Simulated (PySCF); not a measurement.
# B3LYP/def2-SVP run of CH5BClN (SMILES CNBCl)

What is the energy change on altering one bond length of CH5BClN at B3LYP/def2-SVP? 

Program for the calculation: PySCF 2.14.0.

3 further runs of the same task are left out: 3 set aside as unsound or not needed.

## Step 1: The structure to begin with

CH5BClN has 9 atoms, charge 0, and is taken as a singlet. As SMILES, `CNBCl`. The coordinates come from a PBE0-D4/def2-TZVP relaxation. This is one conformer, not always the lowest.

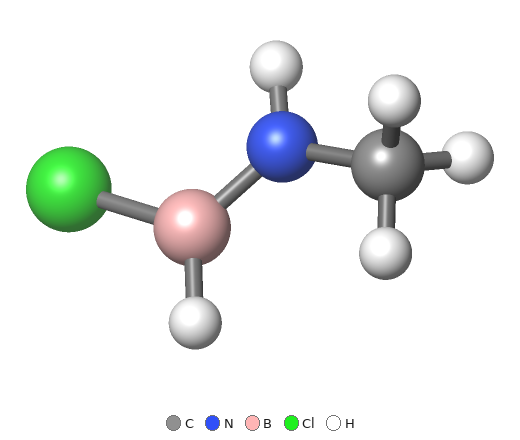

The structure, seen from a chosen angle (carbon grey, nitrogen blue, boron pink, chlorine green, hydrogen white).

## Step 2: The energy at B3LYP/def2-SVP

Contents of input.py:

```python
from pyscf import gto, dft

molecule = gto.M(
    atom=[
    ('C', (0.510100, 0.482100, -0.973400)),
    ('N', (-0.407900, -0.226000, -0.111700)),
    ('B', (-0.261100, -0.415200, 1.248200)),
    ('Cl', (-1.495300, -1.314500, 2.144800)),
    ('H', (0.907000, -0.170400, -1.756500)),
    ('H', (0.027900, 1.338900, -1.452800)),
    ('H', (1.346700, 0.849900, -0.380000)),
    ('H', (-1.220500, -0.605500, -0.573900)),
    ('H', (0.681600, 0.014200, 1.838200)),
],
    verbose=3,
    basis='def2-svp',
    max_memory=1860,
    charge=0,
    spin=0,
)

calc0 = dft.RKS(molecule, xc='b3lyp')
calc0.conv_tol = 1e-10
calc0.grids.level = 5
calc0.kernel()
if not calc0.converged:
    calc0 = calc0.newton().run(calc0.mo_coeff, calc0.mo_occ)

e_final = calc0.e_tot
print('Final energy', e_final)
```

On the command line:

```console
$ OMP_NUM_THREADS=1 python input.py
```

Standard output:

```text
converged SCF energy = -580.784570403078
Final energy -580.7845704030781
```

Run time: 16 s. Hardware: 1 thread of Intel Xeon Platinum 8488C (Sapphire Rapids), shared host; peak memory 0.43 GiB.

## Step 3: The distorted shape at the same level

Contents of input.py:

```python
from pyscf import gto, dft

system = gto.M(
    atom='''
C        0.488085       0.510473      -1.177338
N       -0.429915      -0.197627      -0.315638
B       -0.261100      -0.415200       1.248200
Cl      -1.495300      -1.314500       2.144800
H        0.884985      -0.142027      -1.960438
H        0.005885       1.367273      -1.656738
H        1.324685       0.878273      -0.583938
H       -1.242515      -0.577127      -0.777838
H        0.681600       0.014200       1.838200
''',
    max_memory=1860,
    verbose=3,
    charge=0,
    spin=0,
    basis='def2-svp',
)

myscf = dft.RKS(system, xc='b3lyp')
myscf.conv_tol = 1e-10
myscf.grids.level = 5
myscf.kernel()
if not myscf.converged:
    myscf = myscf.newton().run(myscf.mo_coeff, myscf.mo_occ)

e_final = myscf.e_tot
print(f'total energy: {e_final:.8f} hartree')
```

On the command line:

```console
$ OMP_NUM_THREADS=1 python input.py
```

Standard output:

```text
converged SCF energy = -580.762234963479
total energy: -580.76223496 hartree
```

Wall time 19 s (1 thread of Intel Xeon Platinum 8488C (Sapphire Rapids), shared host); peak memory 0.43 GiB.

## Step 4: What came out

At B3LYP/def2-SVP:

| quantity | value |
| --- | --- |
| first shape: total energy | -580.78457 Eh |
| first shape: dipole moment | 2.82 D |
| first shape: HOMO energy | -7.37 eV |
| first shape: LUMO energy | 0.44 eV |
| first shape: HOMO–LUMO gap | 7.81 eV |
| distorted shape: total energy | -580.76223 Eh |
| distorted shape: dipole moment | 2.02 D |
| distorted shape: HOMO energy | -6.80 eV |
| distorted shape: LUMO energy | -0.37 eV |
| distorted shape: HOMO–LUMO gap | 6.43 eV |
| energy change with the N2–B3 bond stretched from 1.381 to 1.588 Å | 0.608 eV |

In words: With the N2–B3 bond stretched from 1.381 to 1.588 Å the energy rises by 0.61 eV (14.0 kcal/mol). The first shape isn't relaxed at this level, so the change isn't measured from a minimum.
